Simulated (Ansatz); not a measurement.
## MoF6: geometry relaxation

The run: geometry relaxation of MoF6. Method and program: RHF/def2-SVP (Ansatz 0.2.0).

It belongs to a series of runs on one base structure; here: start relaxed. Figures and captions count atoms from 1; the log counts them from 0 in places.

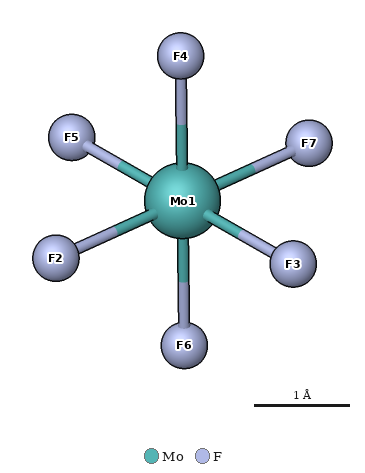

The structure as given in the input (ball-and-stick view, seen at a tilt; atoms are numbered from 1 in the order of the input). Sticks mark near contacts.

Key numbers

| quantity | value |
| --- | --- |
| outcome | converged |
| total energy | −18060.8495 eV |
| mean-field energy | −18060.8495 eV |
| largest force (length of the vector) at the end | 0.005 eV/Å |
| hardware | 2 threads of Arm Neoverse V1, 24 GiB of memory available, shared host |
| wall time | 8.8 s (CPU time 16 s) |
| peak memory | 0.26 GiB |

Notes

The run takes a singlet; with an open-shell metal another spin state may lie lower.

Input
```yaml
crystal:
  periodic: [false, false, false]
  atoms:
    - { symbol: Mo, position_ang: [0.0, 0.0, 0.0] }
    - { symbol: F, position_ang: [0.0, 0.0, 1.77] }
    - { symbol: F, position_ang: [1.77, 0.0, 0.0] }
    - { symbol: F, position_ang: [0.0, 1.77, 0.0] }
    - { symbol: F, position_ang: [-1.77, 0.0, 0.0] }
    - { symbol: F, position_ang: [0.0, -1.77, 0.0] }
    - { symbol: F, position_ang: [0.0, 0.0, -1.77] }
basis:
  gaussian: { orbitals: def2-SVP }
hamiltonian:
  xc: hf
relax:
  f_tol: 0.02
  max_steps: 40
output:
  orbitals: {}
```

Command:
```bash
ansatz run input.yaml --threads 2 --pin off --max-ram 3072MiB --backend cpu --events-out ev --progress --plain --runs-dir out
```

Log
```
The last accepted step is kept in [file] (removed where the run ends without a failure and the disk answers)
Engine: ansatz 0.2.0, aarch64-unknown-linux-gnu
Functional definition: HF
  exchange = exact_x
  correlation = 0
1196 factors; integrals over basis functions are off by at most 1.6e-4 eV
mean field evaluation 1: about -18049.2224 eV, gradient 7.9e1 eV
mean field evaluation 2: about -18049.4759 eV, gradient 8.0e1 eV
mean field evaluation 4: about -18060.7104 eV, gradient 3.2e0 eV
mean field evaluation 8: about -18060.7757 eV, gradient 3.5e-1 eV
mean field evaluation 16: about -18060.7762 eV, gradient 1.5e-5 eV
mean field -18060.77618622 eV, -663.7212828099 hartree, gradient 1.5e-5 eV, S^2 0.000000; 0 other end points of the search recorded, 0 dependent functions left out
the calculation of the forces begins
reference -18060.77618622 eV, -663.7212828099 hartree; 34, 34 occupied and 81, 81 virtual orbitals, 1196 factors
relax step   1: F+E_penalty+E_count = -18060.77618622 eV  Δ(F+E_penalty+E_count) = +0.000e0 eV  max|allowed force component| = 1.141e0 eV/Å  Δτ_max = 0.0000 Å  (43 SCF iters, accepted)
these checks for a lower state are left out or cut short: starts, cluster_reference, orbital_swaps, neighbouring_geometries, increment
1196 factors; integrals over basis functions are off by at most 1.6e-4 eV
mean field -18060.84952836 eV, -663.7239780838 hartree, gradient 2.5e-5 eV, S^2 0.000000; 0 other end points of the search recorded, 0 dependent functions left out
the calculation of the forces begins
reference -18060.84952836 eV, -663.7239780838 hartree; 34, 34 occupied and 81, 81 virtual orbitals, 1196 factors
relax step   2: F+E_penalty+E_count = -18060.84952836 eV  Δ(F+E_penalty+E_count) = -7.334e-2 eV  max|allowed force component| = 5.198e-3 eV/Å  Δτ_max = 0.0220 Å  (39 SCF iters, accepted)
1196 factors; integrals over basis functions are off by at most 1.6e-4 eV
mean field evaluation 32: about -18060.8495 eV, gradient 2.2e-5 eV
```

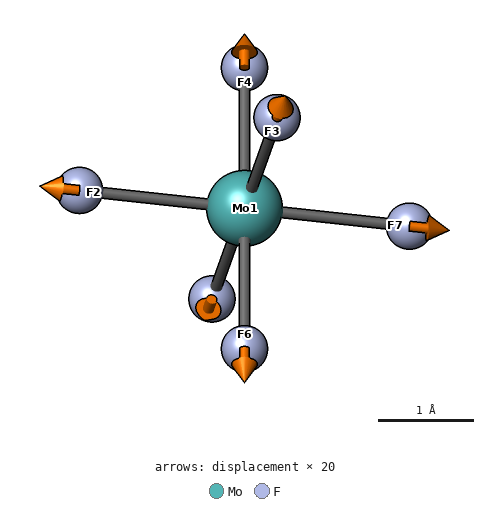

The starting structure with the displacements as orange arrows, magnified 20 times (ball-and-stick view, seen at a tilt). The two geometries are laid on each other by the best rigid fit. Over 1 geometry step the energy falls by 7.08 kJ/mol. The largest force component goes from 1.1 to 0.0052 eV/Å. The largest moves after the best rigid fit, 0.022 Å, are those of F2, F3, F4, F5, F6 and F7. Mo stays in place. Among the contacts that change: Mo1–F2 1.770 → 1.792 Å. (Atoms are counted from 1 in the order of the input.)

```
mean field -18060.84952836 eV, -663.7239780838 hartree, gradient 2.5e-5 eV, S^2 0.000000; 1 other end points of the search recorded, 0 dependent functions left out
the calculation of the forces begins
reference -18060.84952836 eV, -663.7239780838 hartree; 34, 34 occupied and 81, 81 virtual orbitals, 1196 factors
Total energy: -18060.84952836 eV, -663.7239780838 hartree
Atom 0 at    -0.000000    -0.000000     0.000000 Å, force    -0.000000    -0.000000     0.000000 eV/Å
Atom 1 at     0.000000     0.000000     1.791971 Å, force     0.000000     0.000000    -0.005198 eV/Å
Atom 2 at     1.791971     0.000000    -0.000000 Å, force    -0.005198     0.000000     0.000000 eV/Å
Atom 3 at     0.000000     1.791971    -0.000000 Å, force    -0.000000    -0.005198     0.000000 eV/Å
Atom 4 at    -1.791971     0.000000    -0.000000 Å, force     0.005198     0.000000     0.000000 eV/Å
Atom 5 at     0.000000    -1.791971    -0.000000 Å, force     0.000000     0.005198    -0.000000 eV/Å
Atom 6 at     0.000000     0.000000    -1.791971 Å, force    -0.000000     0.000000     0.005198 eV/Å
Dipole moment:    -0.000000     0.000000     0.000000 e Å
```

Trajectory as extended XYZ (Å, eV, eV/Å), 2 frames, from step=1 to step=2
```
7
Properties=species:S:1:pos:R:3:forces:R:3 step=1 energy=-18060.77619
Mo    0.0000    0.0000    0.0000    0.0000   0.0000   0.0000
F     0.0000    0.0000    1.7700    0.0000   0.0000   1.1409
F     1.7700    0.0000    0.0000    1.1409   0.0000   0.0000
F     0.0000    1.7700    0.0000    0.0000   1.1409   0.0000
F    -1.7700    0.0000    0.0000   -1.1409   0.0000   0.0000
F     0.0000   -1.7700    0.0000    0.0000  -1.1409   0.0000
F     0.0000    0.0000   -1.7700    0.0000   0.0000  -1.1409
7
Properties=species:S:1:pos:R:3:forces:R:3 step=2 energy=-18060.84953
Mo    0.0000    0.0000    0.0000    0.0000   0.0000   0.0000
F     0.0000    0.0000    1.7920    0.0000   0.0000  -0.0052
F     1.7920    0.0000    0.0000   -0.0052   0.0000   0.0000
F     0.0000    1.7920    0.0000    0.0000  -0.0052   0.0000
F    -1.7920    0.0000    0.0000    0.0052   0.0000   0.0000
F     0.0000   -1.7920    0.0000    0.0000   0.0052   0.0000
F     0.0000    0.0000   -1.7920    0.0000   0.0000   0.0052
```

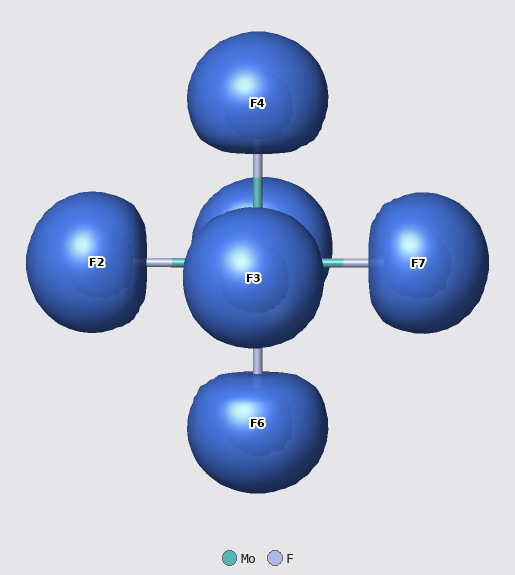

Isosurface of the ELF at 0.75 (blue), seen face on. Core shells and regions of very low density are left out. Profiles from the grid: Mo–F (1.79 Å): the ELF peaks at about 0.85 in the valence shell of F, 0.5 Å from its nucleus, and drops to about 0.25 between the two atoms.

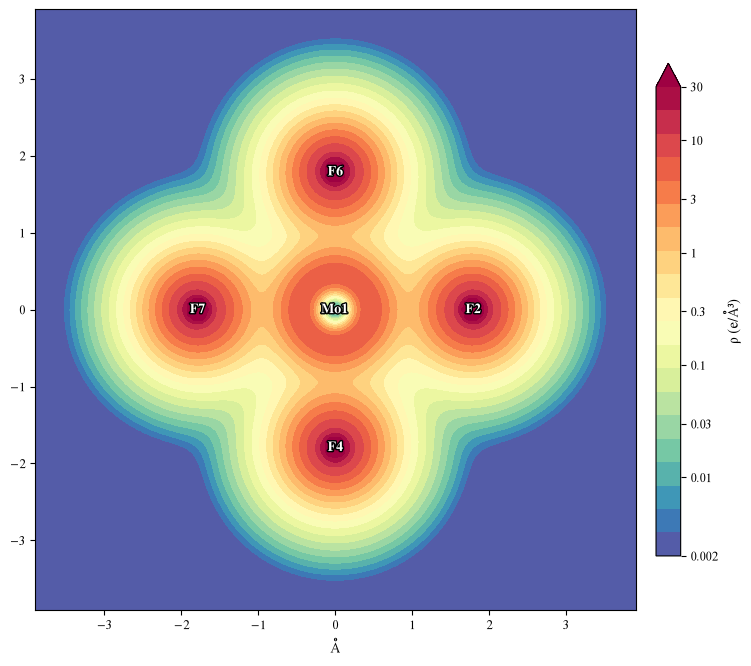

Total electron density on the plane of atoms F2, Mo1 and F6. Atoms in the plane: Mo and F.

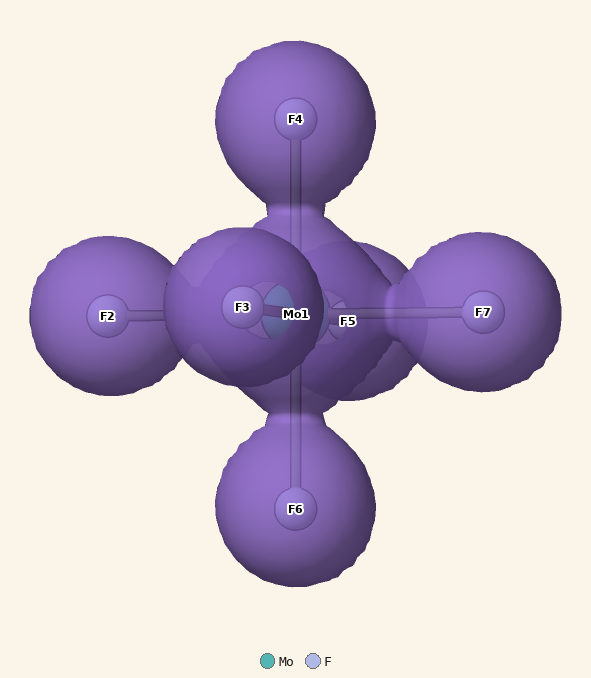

Isosurface of the electron density at 1 e/Å³ (purple), seen at a tilt. At this value the surface is in one piece. On the grid the lowest density along these lines, outside the cores, is 1.2 e/Å³ (Mo–F, 1.79 Å).
